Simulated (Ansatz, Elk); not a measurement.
# TlCuIF: X-ray structure factors from the self-consistent density

The structure of TlCuIF used here is made up (a known structure type with other elements) and was relaxed beforehand with PBE. The aim is the Fourier transform of its all-electron density, F(hkl), set beside the sum over free spherical atoms that refinements use.

Calculated with Elk 11.2.3 (patched build); DFT, PBE, all-electron APW+lo, Dirac cores, scalar-relativistic bands, static density, no spin.

The structure was built from a prototype and need not be the compound's stable phase.

### Step 1. The structure

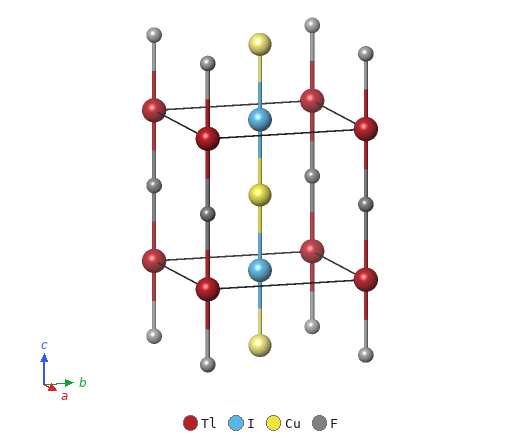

The cell as given, slightly off an axis (thallium red, iodine blue, copper yellow, fluorine grey). Some periodic images of atoms are drawn too.

### Step 2. Ground state and structure factors

An all-electron density is needed, since X-rays see the cores too. Task 0 finds the density and task 195 Fourier-transforms it; tshift is off so that phases refer to the origin typed.

File elk.in:

```
tasks
  0
  195

xctype
  20

spinpol
  .false.

rgkmax
  7.0

gmaxvr
  14.0

lmaxo
  7

lmaxapw
  8

swidth
  0.002

tshift
  .false.

ramdisk
  .false.

hmaxvr
  5.5

maxscl
  120

epspot
  1e-06

sppath
  './'

avec
  10.17974193526 0.00000000000 0.00000000000
  0.00000000000 10.17974193526 0.00000000000
  0.00000000000 0.00000000000 9.33348504440

atoms
  4
  'Tl.in'
  1
  -0.0000000000 0.0000000000 0.0000000000   0.000000 0.000000 0.000000
  'I.in'
  1
  0.5000000000 0.5000000000 0.0000000000   0.000000 0.000000 0.000000
  'Cu.in'
  1
  0.5000000000 0.5000000000 0.5000000000   0.000000 0.000000 0.000000
  'F.in'
  1
  0.0000000000 -0.0000000000 0.5000000000   0.000000 0.000000 0.000000

ngridk
  4 4 5
```

Command:

```bash
> OMP_NUM_THREADS=4 elk
```

Numbers of over 12 decimals in the logs are rounded to 6 here.

The log of the run:

```text
┌─────────────────────────┐
│ Elk code version 11.2.3 │
└─────────────────────────┘

All units are atomic (Hartree, Bohr, etc.)

┌─────────────────────────────────────────────────┐
│ Ground-state run starting from atomic densities │
└─────────────────────────────────────────────────┘

Lattice vectors :
   10.17974194       0.000000000       0.000000000
   0.000000000       10.17974194       0.000000000
   0.000000000       0.000000000       9.333485044

Reciprocal lattice vectors :
  0.6172244196       0.000000000       0.000000000
   0.000000000      0.6172244196       0.000000000
   0.000000000       0.000000000      0.6731874833

Unit cell volume      :    967.2024162
Brillouin zone volume :   0.2564615320

Muffin-tin inner radius fraction :   0.1000000000E-01

Nuclei treated as point charges

Species : 1 (Tl)
 parameters loaded from : Tl.in
 name : thallium
 nuclear charge    :   -81.00000000
 electronic charge :    81.00000000
 atomic mass :    372567.9643
 muffin-tin radius :    2.693099805
 number of radial points in muffin-tin :   1393
 inner part over the whole radius :   0.9886751449E-02
 number on inner part of muffin-tin    :    999
 approximate nuclear radius :   0.1043008296E-03
 number of mesh points to nuclear radius :    526
 atomic positions (lattice), magnetic fields (Cartesian) :
  1 :   0.00000000  0.00000000  0.00000000    0.00000000  0.00000000  0.00000000

Species : 2 (I)
 parameters loaded from : I.in
 name : iodine
 nuclear charge    :   -53.00000000
 electronic charge :    53.00000000
 atomic mass :    231332.6972
 muffin-tin radius :    2.400706112
 number of radial points in muffin-tin :   1193
 inner part over the whole radius :   0.9925755595E-02
 number on inner part of muffin-tin    :    849
 approximate nuclear radius :   0.9002358621E-04
 number of mesh points to nuclear radius :    433
 atomic positions (lattice), magnetic fields (Cartesian) :
  1 :   0.50000000  0.50000000  0.00000000    0.00000000  0.00000000  0.00000000

Species : 3 (Cu)
 parameters loaded from : Cu.in
 name : copper
 nuclear charge    :   -29.00000000
 electronic charge :    29.00000000
 atomic mass :    115837.2717
 muffin-tin radius :    2.216036411
 number of radial points in muffin-tin :    993
 inner part over the whole radius :   0.9970022369E-02
 number on inner part of muffin-tin    :    700
 approximate nuclear radius :   0.7406004541E-04
 number of mesh points to nuclear radius :    338
 atomic positions (lattice), magnetic fields (Cartesian) :
  1 :   0.50000000  0.50000000  0.50000000    0.00000000  0.00000000  0.00000000

Species : 4 (F)
 parameters loaded from : F.in
 name : fluorine
 nuclear charge    :   -9.000000000
 electronic charge :    9.000000000
 atomic mass :    34631.97045
 muffin-tin radius :    1.923642718
 number of radial points in muffin-tin :    593
 inner part over the whole radius :   0.9819631639E-02
 number on inner part of muffin-tin    :    409
 approximate nuclear radius :   0.5278478738E-04
 number of mesh points to nuclear radius :    175
 atomic positions (lattice), magnetic fields (Cartesian) :
  1 :   0.00000000  0.00000000  0.50000000    0.00000000  0.00000000  0.00000000

Total number of atoms per unit cell :    4
Total muffin-tin volume :    215.1759888
 ratio of muffin-tin to unit cell volume :   0.2224725510

Spin treatment :
 spin-unpolarised

Number of Bravais lattice symmetries :   16
Number of crystal symmetries         :   16
Crystal has inversion symmetry
Real symmetric eigensolver will be used

k-point grid :      4     4     5
k-point offset :    0.000000000       0.000000000       0.000000000
k-point set is reduced with full crystal symmetry group
Total number of k-points :       18

Muffin-tin radius times maximum |G+k| :    7.000000000
 using average radius
Maximum |G+k| for APW functions       :    3.032441149
Maximum (1/2)|G+k|²                   :    4.597849662
Maximum |G| for potential and density :    14.00000000
Constant for pseudocharge density :    9
[...]
(states/Hartree/unit cell)

Estimated indirect band gap :   0.2594502404E-01
 from k-point 15 to k-point 1
Estimated direct band gap   :   0.3474698018E-01
 at k-point 1

Charges :
 core                        :    112.0000000
 valence                     :    60.00000000
 interstitial                :    5.913573926
 muffin-tins (core leakage)
  species : 1 (Tl)
   atom 1                    :    79.12422586     (  0.7112714763E-04)
  species : 2 (I)
   atom 1                    :    50.30955346     (  0.6599149002E-03)
  species : 3 (Cu)
[...]
species : 4 (F)
[...]
total in muffin-tins        :    166.0864261
 total calculated charge     :    171.9975536
 total charge                :    172.0000000
 error                       :   0.2446426612E-02

RMS change in Kohn-Sham potential (target) :   0.5553164887     (  0.1000000000E-05)
Absolute change in total energy (target)   :   0.2511645557     (  0.1000000000E-03)

[... loops 3 to 16 left out ...]

┌──────────────────┐
│ Loop number : 17 │
└──────────────────┘

Energies :
 Fermi                       :     0.34728256198938E-01
 sum of occupied eigenvalues :     -17885.762251626
 electron kinetic            :      32843.640940521
 core electron kinetic       :      32213.521228407
 Coulomb                     :     -61364.530797645
 Coulomb potential           :     -49891.064150891
 nuclear-nuclear             :     -1986.7976599616
 electron-nuclear            :     -68890.665932530
 Hartree                     :      9512.9327948472
 Madelung                    :     -36418.998722200
 xc potential                :     -838.33904125627
 exchange                    :     -632.15025313573
 correlation                 :     -9.496339
 electron entropic           :    -0.23969432297797E-04
 total energy                :     -29162.536473594

Density of states at Fermi energy :    1.020948581
 (states/Hartree/unit cell)

Estimated indirect band gap :   0.1649538990E-01
 from k-point 15 to k-point 1
Estimated direct band gap   :   0.7895451745E-01
 at k-point 1

Charges :
 core                        :    112.0000000
 valence                     :    60.00000000
 interstitial                :    5.896153605
 muffin-tins (core leakage)
  species : 1 (Tl)
[...]
species : 2 (I)
[...]
species : 3 (Cu)
[...]
species : 4 (F)
[...]
total in muffin-tins        :    166.1038464
 total calculated charge     :    171.9975208
 total charge                :    172.0000000
 error                       :   0.2479206008E-02

RMS change in Kohn-Sham potential (target) :   0.6241961969E-06 (  0.1000000000E-05)
Absolute change in total energy (target)   :   0.1352423715E-04 (  0.1000000000E-03)

Convergence targets achieved

┌──────────────────┐
│ Loop number : 18 │
└──────────────────┘

Energies :
 Fermi                       :     0.34728169621514E-01
 sum of occupied eigenvalues :     -17885.762260503
 electron kinetic            :      32843.640950820
 core electron kinetic       :      32213.521231859
 Coulomb                     :     -61364.530805898
 Coulomb potential           :     -49891.064155745
 nuclear-nuclear             :     -1986.7976599616
 electron-nuclear            :     -68890.665944059
 Hartree                     :      9512.9327981233
 Madelung                    :     -36418.998728025
 xc potential                :     -838.33905557864
 exchange                    :     -632.15025409448
 correlation                 :     -9.496339
 electron entropic           :    -0.23968800320664E-04
 total energy                :     -29162.536472522

Density of states at Fermi energy :    1.020917255
 (states/Hartree/unit cell)

Estimated indirect band gap :   0.1649550977E-01
 from k-point 15 to k-point 1
Estimated direct band gap   :   0.7895453895E-01
 at k-point 1

Charges :
 core                        :    112.0000000
 valence                     :    60.00000000
 interstitial                :    5.896153080
 muffin-tins (core leakage)
  species : 1 (Tl)
[...]
species : 2 (I)
   atom 1                    :    50.33733613     (  0.6516986881E-03)
  species : 3 (Cu)
   atom 1                    :    27.71406644     (  0.4525573923E-03)
  species : 4 (F)
   atom 1                    :    8.815201456     ( -0.2922905269E-06)
 total in muffin-tins        :    166.1038469
 total calculated charge     :    171.9975208
 total charge                :    172.0000000
 error                       :   0.2479206454E-02

┌──────────────────────────────┐
│ Self-consistent loop stopped │
└──────────────────────────────┘

Warning : core states of species 2 leak from the muffin-tin :   0.6516986881E-03

Warning : core states of species 3 leak from the muffin-tin :   0.4525573923E-03

Wrote STATE.OUT
```

It took 31 s on 4 threads of Intel Xeon Platinum 8375C at 2.90GHz (Ice Lake), shared host; peak memory 0.24 GiB; 68 s of CPU time.

SFACRHO.OUT:

```text

h k l indices transformed by vhmat matrix:
   1.000000000       0.000000000       0.000000000    
   0.000000000       1.000000000       0.000000000    
   0.000000000       0.000000000       1.000000000    

      h      k      l  multipl.   |H|            Re(F)            Im(F)           |F|

      0      0      0      1   0.0000000       172.00000      0.10753952E-15   172.00000    
      0     -1      0      4  0.61722442       9.0766582     -0.86855204E-14   9.0766582    
      0      0      1      2  0.67318748       90.204092     -0.10456330E-13   90.204092    
      1     -1      0      4  0.87288715       155.53178     -0.88987890E-14   155.53178    
      1      0      1      8  0.91331669       44.762640     -0.27783331E-14   44.762640    
      1     -1      1      8   1.1023218       84.131149     -0.48662966E-14   84.131149    
      0      2      0      4   1.2344488       144.30864     -0.16084276E-13   144.30864    
      0      0     -2      2   1.3463750       140.88681     -0.18467802E-13   140.88681    
     -2      1      0      8   1.3801558       9.9909347     -0.36082427E-13   9.9909347    
      0      2     -1      8   1.4060744       79.943016      0.47876764E-14   79.943016    
      0     -1     -2      8   1.4811116       10.033613     -0.17059032E-13   10.033613    
      2     -1      1     16   1.5355817       41.856694      0.15250300E-13   41.856694    
      1     -1     -2      8   1.6045739       133.16044     -0.23180695E-13   133.16044    
     -2     -2      0      4   1.7457743       129.16344      0.29287499E-13   129.16344    
      0      2     -2      8   1.8266334       126.87476     -0.23430739E-13   126.87476    
      3      0      0      4   1.8516733       9.7590857      0.21524704E-13   9.7590857    
      2      2      1      8   1.8710717       74.239338     -0.78117880E-14   74.239338    
     -2      1     -2     16   1.9280963       9.6832263     -0.31774964E-13   9.6832263
```

Elk indexes on the primitive cell of elk.in and gives |H| = 4π sin θ/λ in inverse bohr. Below, one row stands for each form hkl of the conventional cell (m members, Friedel mates merged), F is for one primitive cell and the density is static (no thermal factor). Free-atom factors are Waasmaier and Kirfel's, and R is Σm||F|−|F'||/Σm|F|.

| hkl | m | sin θ/λ (Å⁻¹) | abs F, DFT | neutral atoms | diff. | ions | diff. |
| --- | --- | --- | --- | --- | --- | --- | --- |
| 100 | 4 | 0.093 | 9.077 | 8.753 | +0.324 | 9.204 | -0.128 |
| 001 | 2 | 0.101 | 90.204 | 90.407 | -0.203 | 90.087 | +0.117 |
| 110 | 4 | 0.131 | 155.532 | 155.303 | +0.229 | 155.607 | -0.075 |
| 101 | 8 | 0.137 | 44.763 | 45.386 | -0.624 | 44.670 | +0.093 |
| 111 | 8 | 0.166 | 84.131 | 84.157 | -0.025 | 83.777 | +0.354 |
| 200 | 4 | 0.186 | 144.309 | 144.307 | +0.002 | 144.551 | -0.242 |
| 002 | 2 | 0.203 | 140.887 | 140.928 | -0.041 | 141.133 | -0.246 |
| 210 | 8 | 0.207 | 9.991 | 9.675 | +0.316 | 9.888 | +0.103 |
| 201 | 8 | 0.211 | 79.943 | 79.889 | +0.054 | 79.585 | +0.358 |
| 102 | 8 | 0.223 | 10.034 | 9.678 | +0.356 | 9.831 | +0.202 |
| 211 | 16 | 0.231 | 41.857 | 42.123 | -0.266 | 42.132 | -0.276 |
| 112 | 8 | 0.241 | 133.160 | 133.335 | -0.175 | 133.450 | -0.290 |
| 220 | 4 | 0.263 | 129.163 | 129.334 | -0.171 | 129.406 | -0.243 |
| 202 | 8 | 0.275 | 126.875 | 127.097 | -0.222 | 127.147 | -0.272 |
| 300 | 4 | 0.279 | 9.759 | 9.546 | +0.213 | 9.530 | +0.229 |
| 221 | 8 | 0.281 | 74.239 | 74.107 | +0.132 | 73.937 | +0.303 |
| 212 | 16 | 0.290 | 9.683 | 9.506 | +0.177 | 9.466 | +0.218 |
| 310 | 8 | 0.293 | 123.502 | 123.712 | -0.210 | 123.736 | -0.234 |

The ions are Tl+, Cu+, I− and F−, by formal charge.

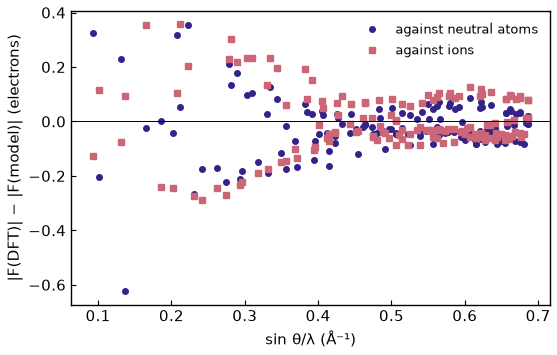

Difference between the calculated structure factors and the independent-atom ones.

### Step 3. The highest occupied states alone

An energy window below the Fermi level keeps the highest occupied states, to see at which angles they scatter; shallow core shells can lie inside it and anion s states outside. No new self-consistency is needed.

elk.in: that of step 2 with these lines changed.

```diff
@@ -1,3 +1,2 @@
 tasks
-  0
   195
@@ -40,2 +39,5 @@
 
+wsfac
+  -0.516510 0.334730
+
 sppath
```

Command:

```bash
> OMP_NUM_THREADS=4 elk
```

The log of the run:

```text
┌─────────────────────────────────┐
│ Elk code version 11.2.3 started │
└─────────────────────────────────┘

Info(readinput): the functional depends on the density's gradient
 muffin-tin radial points multiplied by    2.00000
 (not where nrmtscf is given)

┌────────────────────┐
│ Current task : 195 │
└────────────────────┘
Info(checkmt): changed muffin-tin radius of species 1 (Tl) from   2.8000 to   2.6931
Info(checkmt): changed muffin-tin radius of species 2 (I) from   2.6000 to   2.4007
Info(checkmt): changed muffin-tin radius of species 3 (Cu) from   2.4000 to   2.2160
Info(checkmt): changed muffin-tin radius of species 4 (F) from   2.0000 to   1.9236

Info(sfacrho): density structure factors written to SFACRHO.OUT

 Energy window :  -0.5165100000      0.3347300000

┌──────────────────┐
│ Elk code stopped │
└──────────────────┘
```

Run time: 14 s. Hardware: 4 threads; peak memory 0.19 GiB; 18 s of CPU time.

States within 15 eV below the Fermi level hold 36.00 electrons; any levels below the window count with the cores. Their amplitudes can exceed the total, where window and core parts have opposite phase:

| hkl | sin θ/λ (Å⁻¹) | abs F, window | abs F, all |
| --- | --- | --- | --- |
| 100 | 0.093 | 0.851 | 9.077 |
| 001 | 0.101 | 0.095 | 90.204 |
| 110 | 0.131 | 24.683 | 155.532 |
| 101 | 0.137 | 9.077 | 44.763 |
| 111 | 0.166 | 2.963 | 84.131 |
| 200 | 0.186 | 18.157 | 144.309 |
| 002 | 0.203 | 16.446 | 140.887 |
| 210 | 0.207 | 0.976 | 9.991 |
| 201 | 0.211 | 4.366 | 79.943 |
| 102 | 0.223 | 0.905 | 10.034 |

(Part 1 of 2 ends here.)

[Logs are printed without paths, hosts, clocks, repeated set-up lines and the standing remarks that a program may print on its own settings, such as how far it seeks lower states.]

[Hosts, paths, dates, database ids (printed as entryN), source tags and the programs' standing remarks are cut or masked in the printed files.]
